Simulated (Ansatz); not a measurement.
# SiH2 (triplet): trial inputs and their diagnosis at angle H2–Si1–H3 = 118.7°

4 inputs are run for SiH2 (triplet) as typed; the log has to tell whether the result can be used and what must change.

Program: Ansatz 0.2.0, Gaussian basis. Level of theory: the settings change from run to run. These are calculated values, not measurements.

10 further runs of the same task are left out: 1 for a mislabelled method, 5 that didn't finish, 4 set aside as unsound or not needed.

### Step 1. The system

The geometry derives from a PBE0/def2-TZVP stationary point (not a proven minimum). One angle is set to the value named; bond lengths are kept.

3 atoms, charge 0, spin multiplicity 3.

Atoms are counted from 1 here; the program's logs count them from 0.

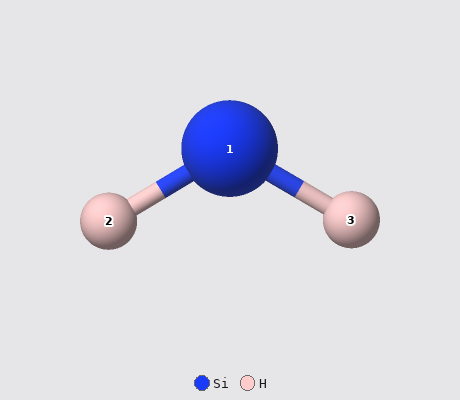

The geometry (silicon blue, hydrogen pink); atoms are numbered from 1 in the order of the file.

### Step 2. Attempt 1

in.yaml

```yaml
crystal:
  periodic: [false, false, false]
  atoms:
    - {symbol: Si, position_ang: [0.000000, -0.050740, 0.000000]}
    - {symbol: H, position_ang: [0.000000, 0.706913, -1.278374]}
    - {symbol: H, position_ang: [0.000000, 0.706912, 1.278374]}
basis:
  gaussian: {orbitals: def2-SVPD}
magnetization: {spin_polarized: false, initial_magnetization: 2}
correlation: {method: sc_nevpt2, electrons: outside_noble_gas, active_space: {window: {electrons: 4, orbitals: 4}, states: [{multiplicity: 3, weights: [-1, 1]}]}}
```

Command:

```
ansatz run in.yaml --threads 1 --pin off --events-out ev --progress --plain --max-ram 2393MiB
```

Output:

```text
Error: set 0 asks for 2 states and needs as many positive weights; it has [-1.0, 1.0]
```

Wall time 0.56 s (1 thread of Arm Neoverse V1, shared host).

Diagnosis: The run was refused. The list of states asked for (weights, spin or count) can't be met. To mend it, mend what the message names.

### Step 3. Attempt 2

in.yaml

```yaml
crystal:
  periodic: [false, false, false]
  atoms:
    - {symbol: Si, position_ang: [0.000000, -0.050740, 0.000000]}
    - {symbol: H, position_ang: [0.000000, 0.706913, -1.278374]}
    - {symbol: H, position_ang: [0.000000, 0.706912, 1.278374]}
basis:
  gaussian: {orbitals: cc-pVDZ, point_charges: [{charge: 0.50, position_ang: [4.211, -0.880, -0.884]}]}
magnetization: {spin_polarized: false, initial_magnetization: 2}
correlation: {method: fic_mrcisd_q, electrons: outside_noble_gas, active_space: {window: {electrons: 4, orbitals: 4}, states: [{multiplicity: 3, weights: [1, 1]}], root: 2}}
```

Launched as before.

Output:

```text
Error: the active space averages no state 2, counted from zero
```

It took 0.08 s on 1 thread of Arm Neoverse V1, shared host.

Diagnosis: The run was refused. The root asked for lies beyond the states averaged. Fix: average more states or name a lower root.

### Step 4. Attempt 3

in.yaml

```yaml
crystal:
  periodic: [false, false, false]
  atoms:
    - {symbol: Si, position_ang: [0.000000, -0.050740, 0.000000]}
    - {symbol: H, position_ang: [0.000000, 0.706913, -1.278374]}
    - {symbol: H, position_ang: [0.000000, 0.706912, 1.278374]}
basis:
  gaussian: {orbitals: aug-cc-pVTZ}
magnetization: {spin_polarized: false, initial_magnetization: 2}
correlation: {method: fci, electrons: all}
accuracy: high
```

Launched as before.

Output:

```text
Functional definition: HF
  name "HF"
  cite "Fock, Z. Phys. 61, 126 (1930) doi:10.1007/BF01340294"
  parent pbe
  exchange = exact_x
  correlation = 0
1378 factors; integrals over basis functions are off by at most 4.0e-9 eV
mean field evaluation 1: about -7891.0550 eV, gradient 7.8e0 eV
mean field evaluation 2: about -7891.0571 eV, gradient 7.8e0 eV
mean field evaluation 4: about -7891.8857 eV, gradient 9.6e-1 eV
mean field evaluation 8: about -7891.8993 eV, gradient 1.5e-3 eV
mean field -7891.89926883 eV, -290.0219488080 hartree, gradient 2.0e-8 eV, S^2 2.000000; 0 other end points of the search recorded, 0 dependent functions left out
mean field evaluation 16: about -7891.7852 eV, gradient 2.8e0 eV
reference -7891.89926883 eV, -290.0219488080 hartree; 9, 7 occupied and 87, 89 virtual orbitals, 1378 factors
Error: with its determinants' occupation strings, the run needs 8694.27 GiB of memory, and 2.33 GiB are given
refused for memory
```

It took 4.7 s on 1 thread of Arm Neoverse V1, shared host; peak memory 0.42 GiB.

What is wrong: The run was refused for memory. The method is too large for the memory allowed. Fix: freeze cores, shrink the basis or take a lower level.

### Step 5. Attempt 4

in.yaml

```yaml
crystal:
  periodic: [false, false, false]
  atoms:
    - {symbol: Si, position_ang: [0.000000, -0.050740, 0.000000]}
    - {symbol: H, position_ang: [0.000000, 0.706913, -1.278374]}
    - {symbol: H, position_ang: [0.000000, 0.706912, 1.278374]}
basis:
  gaussian: {orbitals: "6-31G*"}
magnetization: {spin_polarized: false, initial_magnetization: 8}
correlation: {method: ccsdt_q, electrons: outside_noble_gas}
accuracy: high
```

Same command.

Output:

```text
Functional definition: HF
  name "HF"
  cite "Fock, Z. Phys. 61, 126 (1930) doi:10.1007/BF01340294"
  parent pbe
  exchange = exact_x
  correlation = 0
400 factors; integrals over basis functions are off by at most 3.8e-9 eV
mean field evaluation 1: about -7763.1148 eV, gradient 1.4e1 eV
mean field evaluation 2: about -7763.2440 eV, gradient 1.4e1 eV
mean field evaluation 4: about -7765.0556 eV, gradient 5.4e-1 eV
mean field evaluation 8: about -7765.0584 eV, gradient 5.3e-3 eV
mean field evaluation 16: about -7765.0582 eV, gradient 1.8e-1 eV
mean field evaluation 32: about -7765.0586 eV, gradient 5.9e-5 eV
mean field evaluation 64: about -7765.0584 eV, gradient 1.7e-7 eV
mean field evaluation 96: about -7764.1114 eV, gradient 2.0e-6 eV
mean field evaluation 128: about -7765.0140 eV, gradient 1.8e-1 eV
mean field evaluation 160: about -7765.0576 eV, gradient 3.9e-3 eV
mean field evaluation 192: about -7765.0584 eV, gradient 5.5e-3 eV
mean field evaluation 224: about -7765.0414 eV, gradient 1.6e-1 eV
mean field evaluation 256: about -7765.0586 eV, gradient 3.2e-3 eV
mean field evaluation 288: about -7765.0576 eV, gradient 3.2e-1 eV
mean field evaluation 320: about -7765.0583 eV, gradient 1.3e-2 eV
mean field evaluation 352: about -7765.0088 eV, gradient 1.3e-1 eV
mean field evaluation 384: about -7764.0802 eV, gradient 8.1e-2 eV
mean field evaluation 416: about -7764.0590 eV, gradient 1.2e-1 eV
mean field evaluation 448: about -7763.0023 eV, gradient 8.1e-1 eV
mean field evaluation 480: about -7763.0289 eV, gradient 2.5e0 eV
mean field evaluation 512: about -7762.7651 eV, gradient 3.8e-2 eV
mean field evaluation 544: about -7765.0577 eV, gradient 2.0e-4 eV
mean field evaluation 576: about -7764.0730 eV, gradient 5.6e-2 eV
mean field evaluation 608: about -7762.9436 eV, gradient 1.1e0 eV
mean field evaluation 640: about -7762.8407 eV, gradient 1.4e0 eV
mean field evaluation 672: about -7762.6259 eV, gradient 1.0e-4 eV
mean field evaluation 704: about -7764.1111 eV, gradient 9.6e-2 eV
mean field evaluation 736: about -7763.0501 eV, gradient 6.0e-1 eV
mean field evaluation 768: about -7762.7473 eV, gradient 8.1e-3 eV
mean field evaluation 800: about -7765.0094 eV, gradient 2.8e-3 eV
mean field evaluation 832: about -7763.0619 eV, gradient 1.4e0 eV
mean field evaluation 864: about -7763.0398 eV, gradient 3.0e0 eV
mean field evaluation 896: about -7765.0567 eV, gradient 1.5e-1 eV
mean field evaluation 928: about -7763.0624 eV, gradient 1.2e0 eV
mean field evaluation 960: about -7762.9373 eV, gradient 1.2e0 eV
mean field evaluation 992: about -7762.7473 eV, gradient 3.4e-4 eV
mean field evaluation 1024: about -7764.9795 eV, gradient 1.6e0 eV
mean field evaluation 1056: about -7763.1565 eV, gradient 1.8e0 eV
mean field evaluation 1088: about -7762.7972 eV, gradient 9.1e-1 eV
mean field evaluation 1120: about -7765.0584 eV, gradient 6.3e-4 eV
mean field evaluation 1152: about -7764.0587 eV, gradient 1.7e-2 eV
mean field evaluation 1184: about -7763.0199 eV, gradient 1.4e0 eV
mean field evaluation 1216: about -7762.6259 eV, gradient 2.6e-4 eV
mean field -7765.05859758 eV, -285.3606401153 hartree, gradient 1.5e-8 eV, S^2 20.000000; 33 other end points of the search recorded, 0 dependent functions left out
mean field evaluation 1248: about -7765.0699 eV, gradient 4.1e-3 eV
mean field evaluation 1280: about -7765.0706 eV, gradient 6.2e-3 eV
mean field evaluation 1312: about -7765.0694 eV, gradient 2.1e-1 eV
mean field evaluation 1344: about -7765.0699 eV, gradient 1.2e-2 eV
mean field evaluation 1376: about -7764.6221 eV, gradient 1.5e0 eV
mean field evaluation 1408: about -7765.0704 eV, gradient 5.2e-2 eV
determinant -7765.05859758 eV, -285.3606401153 hartree, with singles and doubles -7765.95279802 eV, -285.3935013754 hartree
determinant -7765.05836254 eV, -285.3606314778 hartree, with singles and doubles -7765.95662002 eV, -285.3936418313 hartree
determinant -7765.05765021 eV, -285.3606053000 hartree, with singles and doubles -7765.94455564 eV, -285.3931984733 hartree
determinant -7765.00940572 eV, -285.3588323478 hartree, with singles and doubles -7765.90874567 eV, -285.3918824815 hartree
determinant -7764.11141001 eV, -285.3258316141 hartree, with singles and doubles -7765.00105197 eV, -285.3585253533 hartree
determinant -7764.08393047 eV, -285.3248217598 hartree, with singles and doubles -7764.97392223 eV, -285.3575283536 hartree
determinant -7764.05869928 eV, -285.3238945304 hartree, with singles and doubles -7764.94750704 eV, -285.3565576134 hartree
determinant -7763.03897851 eV, -285.2864204834 hartree, with singles and doubles -7763.89135094 eV, -285.3177445924 hartree
determinant -7762.97460602 eV, -285.2840548379 hartree, with singles and doubles -7763.82153205 eV, -285.3151787957 hartree
determinant -7762.91480764 eV, -285.2818572880 hartree, with singles and doubles -7763.77690311 eV, -285.3135387122 hartree
determinant -7762.76506506 eV, -285.2763543499 hartree, with singles and doubles -7763.62880462 eV, -285.3080961932 hartree
determinant -7762.74733218 eV, -285.2757026786 hartree, with singles and doubles -7763.59717385 eV, -285.3069337838 hartree
determinant -7762.62588016 eV, -285.2712393991 hartree, with singles and doubles -7763.48196229 eV, -285.3026998371 hartree
determinant -7765.05859758 eV, -285.3606401153 hartree, with singles and doubles -7765.95688408 eV, -285.3936515354 hartree
determinant -7765.05836254 eV, -285.3606314778 hartree, with singles and doubles -7765.95763748 eV, -285.3936792223 hartree
determinant -7765.05765021 eV, -285.3606053000 hartree, with singles and doubles -7765.94704507 eV, -285.3932899583 hartree
determinant -7765.00940572 eV, -285.3588323478 hartree, with singles and doubles -7765.91142635 eV, -285.3919809947 hartree
mean field evaluation 1440: about -7765.0584 eV, gradient 1.8e-8 eV
reference -7765.05836254 eV, -285.3606314778 hartree; 12, 4 occupied and 11, 19 virtual orbitals, 400 factors
second order -0.67068293 eV of doubles, -0.01102155 eV of singles
cycle   1  -0.83134492 eV  change   -1.5e-1 eV  update   3.0e-2
cycle   2  -0.89654530 eV  change   -6.5e-2 eV  update   1.3e-2
cycle   3  -0.90244005 eV  change   -5.9e-3 eV  update   6.4e-3
cycle   4  -0.90436417 eV  change   -1.9e-3 eV  update   2.4e-3
cycle   5  -0.90435379 eV  change    1.0e-5 eV  update   1.1e-3
cycle   6  -0.90495286 eV  change   -6.0e-4 eV  update   7.7e-4
cycle   7  -0.90560918 eV  change   -6.6e-4 eV  update   4.9e-4
cycle   8  -0.90560429 eV  change    4.9e-6 eV  update   2.5e-4
cycle   9  -0.90569811 eV  change   -9.4e-5 eV  update   1.8e-4
cycle  10  -0.90569653 eV  change    1.6e-6 eV  update   1.4e-4
cycle  11  -0.90568370 eV  change    1.3e-5 eV  update   1.1e-4
cycle  12  -0.90565003 eV  change    3.4e-5 eV  update   8.1e-5
cycle  13  -0.90569599 eV  change   -4.6e-5 eV  update   5.9e-5
cycle  14  -0.90570650 eV  change   -1.1e-5 eV  update   3.3e-5
cycle  15  -0.90570198 eV  change    4.5e-6 eV  update   1.3e-5
cycle  16  -0.90569978 eV  change    2.2e-6 eV  update   6.8e-6
cycle  17  -0.90570182 eV  change   -2.0e-6 eV  update   4.3e-6
cycle  18  -0.90570336 eV  change   -1.5e-6 eV  update   2.8e-6
cycle  19  -0.90570299 eV  change    3.7e-7 eV  update   1.5e-6
cycle  20  -0.90570323 eV  change   -2.4e-7 eV  update   9.4e-7
cycle  21  -0.90570381 eV  change   -5.8e-7 eV  update   5.8e-7
cycle  22  -0.90570421 eV  change   -4.0e-7 eV  update   4.0e-7
cycle  23  -0.90570429 eV  change   -7.3e-8 eV  update   3.0e-7
cycle  24  -0.90570432 eV  change   -2.9e-8 eV  update   2.4e-7
cycle  25  -0.90570431 eV  change   1.9e-10 eV  update   2.0e-7
cycle  26  -0.90570432 eV  change   -4.4e-9 eV  update   1.7e-7
cycle  27  -0.90570433 eV  change   -7.8e-9 eV  update   1.3e-7
cycle  28  -0.90570433 eV  change   -5.8e-9 eV  update   8.5e-8
cycle  29  -0.90570436 eV  change   -3.1e-8 eV  update   4.9e-8
cycle  30  -0.90570438 eV  change   -1.4e-8 eV  update   2.5e-8
cycle  31  -0.90570439 eV  change   -7.8e-9 eV  update   1.3e-8
cycle  32  -0.90570439 eV  change   -4.4e-9 eV  update   8.9e-9
cycle  33  -0.90570439 eV  change    2.7e-9 eV  update   7.5e-9
cycle  34  -0.90570439 eV  change  -2.9e-10 eV  update   5.2e-9
cycle  35  -0.90570439 eV  change   3.9e-10 eV  update   3.0e-9
cycle  36  -0.90570439 eV  change    1.2e-9 eV  update   1.5e-9
perturbative correction -0.00018620 eV, -0.0000068426 hartree
Total energy: -7765.96425312 eV, -285.3939223427 hartree
```

It took 16 s on 1 thread of Arm Neoverse V1, shared host; peak memory 0.31 GiB.

What is wrong: The run converged, which proves nothing about the input. Far too many unpaired electrons are asked for. Its energy belongs to the state of multiplicity 9, not to the triplet that was meant. Cure: set initial_magnetization to that of the wanted state.

### Step 6. How the runs ended

| attempt | level | ended | cause | time |
| --- | --- | --- | --- | --- |
| 1 | NEVPT2(4,4)/def2-SVPD | refused | the list of states asked for (weights, spin or count) can't be met | 0.56 s |
| 2 | MRCISD+Q(4,4)/cc-pVDZ | refused | the root asked for lies beyond the states averaged | 0.08 s |
| 3 | FCI/aug-cc-pVTZ | out of memory | the method is too large for the memory allowed | 4.7 s |
| 4 | CCSDT(Q) on ROHF/6-31G* | converged | far too many unpaired electrons are asked for | 16 s |

2 refused, 1 out of memory, 1 converged. The input that converges on a wrong geometry or spin is the dangerous one: no error points at it, so geometry and ⟨S²⟩ have to be checked.
